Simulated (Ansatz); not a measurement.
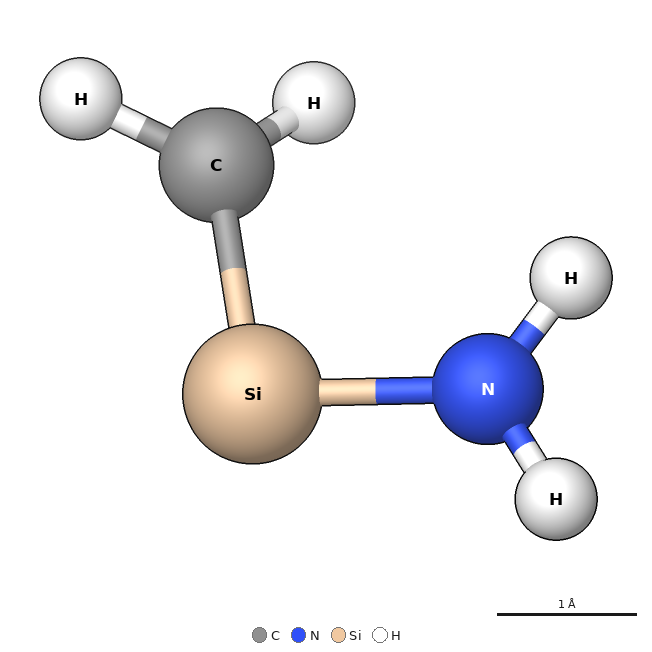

Every bond is drawn as one stick, whatever its order.

Charge 0, doublet.

Which formula does it have?

CH4NSi, 7 atoms: 1 carbon, 4 hydrogen, 1 nitrogen and 1 silicon.

How many atoms are distinct by symmetry?

7: 1 C, 1 N, 1 Si, 1 H, 1 H, 1 H, 1 H.

Count the bonded pairs by element.

2 C–H, 2 N–H, 1 N–Si, 1 C–Si. Sticks follow a distance rule.

Give the symmetry (Schoenflies symbol).

C1.

More results for the same structure follow; atom numbers are the same in all pictures, views and colours differ. The geometry was computed by an optimisation with PBE0-D4/def2-TZVP. No frequency run is at hand to confirm it as a minimum.

## Electronic properties

No frequency run is at hand to confirm it as a minimum. Properties computed with UKS PBE0-D4/def2-TZVPP (Ansatz 0.2.0).

Give the HOMO energy (Kohn–Sham orbital) at this level.

−6.17 eV.

What is the ⟨S²⟩ of the determinant?

0.780.

Estimate the dispersion correction.

−9.5 kJ/mol.

## Dipole moment

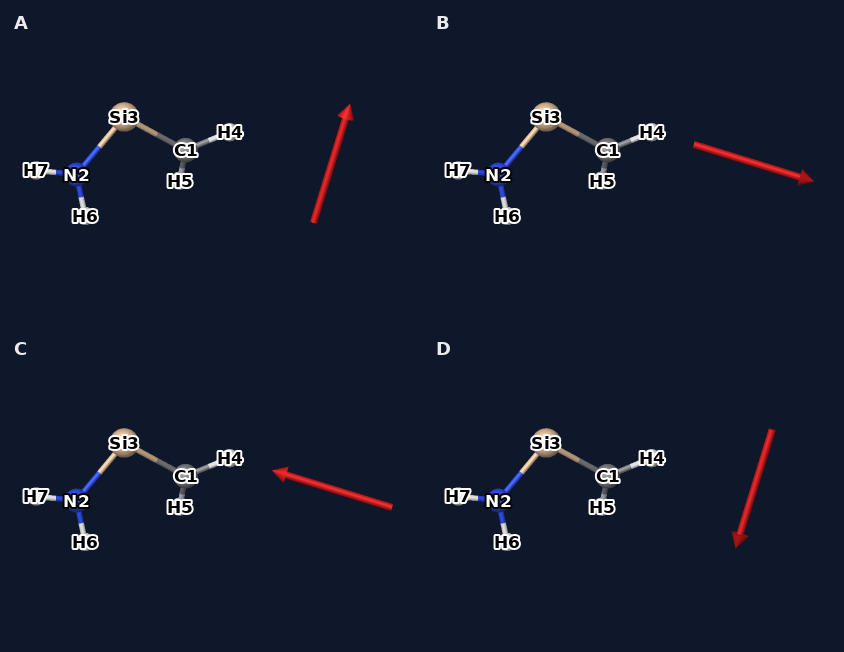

The same molecule four times, each with an arrow. No frequency run is at hand to confirm it as a minimum. Properties computed with UKS PBE0-D4/def2-TZVP (Ansatz 0.2.0).

Which arrow points along the dipole moment, from the negative to the positive end?

D. The dipole moment is 1.99 D; it points from the side of H4 to the side of H6 (the outermost atoms at the two ends).

## Charges

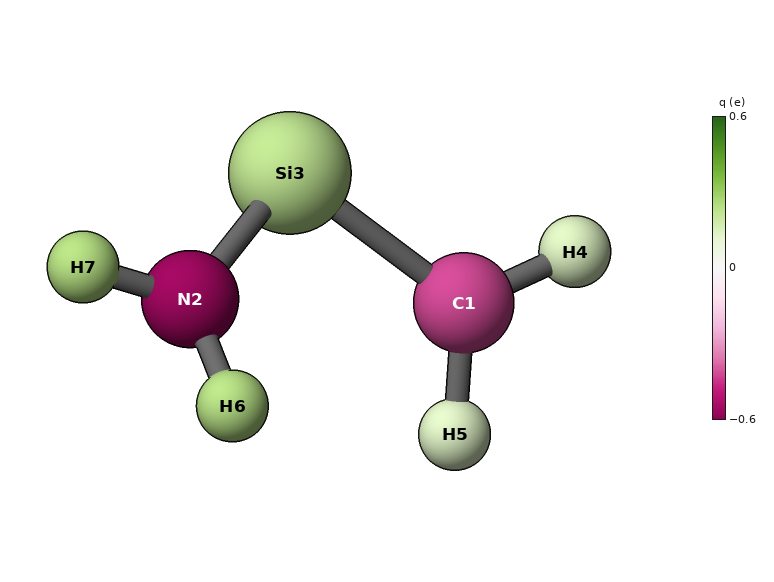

Atoms are coloured by their Mulliken charges. No frequency run is at hand to confirm it as a minimum. Method: UKS PBE0-D4/def2-TZVP (Ansatz 0.2.0).

Give the Mulliken charges atom by atom.

| atom | value (e) |
| --- | --- |
| C1 | −0.42 |
| N2 | −0.56 |
| Si3 | 0.22 |
| H4 | 0.14 |
| H5 | 0.13 |
| H6 | 0.24 |
| H7 | 0.24 |

Mulliken values depend strongly on the basis set and can even reverse the polarity of a bond.
